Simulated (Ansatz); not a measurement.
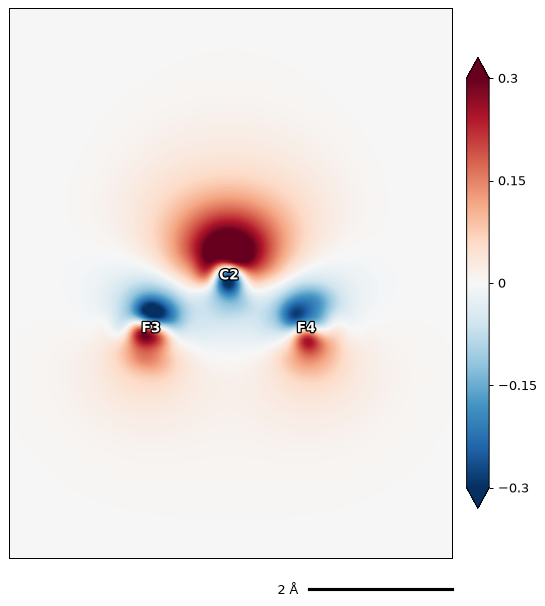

The picture shows: H2O···CHF2 (doublet). The HOMO (α) on the plane of atoms F3, C2 and F4 (values in Å⁻³ᐟ²; the overall sign is arbitrary).

The calculation used Ansatz, UKS LDA/def2-SVPD.

```xyz
7

H    -0.3194    0.7610   -0.2705
C     0.5762   -0.7704    0.2319
F     0.4167   -1.7009   -0.6825
F     0.1228   -1.1593    1.4035
O    -0.7102    1.6431   -0.5218
H     1.5867   -0.3065    0.2540
H    -1.6729    1.5330   -0.4145
```

**What is the character of this orbital?**

Its weight (Hirshfeld) is mainly on C2 (about 50 %), F3 (about 15 %), F4 (about 15 %), O5 (about 10 %) and H6 (about 5 %). Its energy is −5.90 eV.
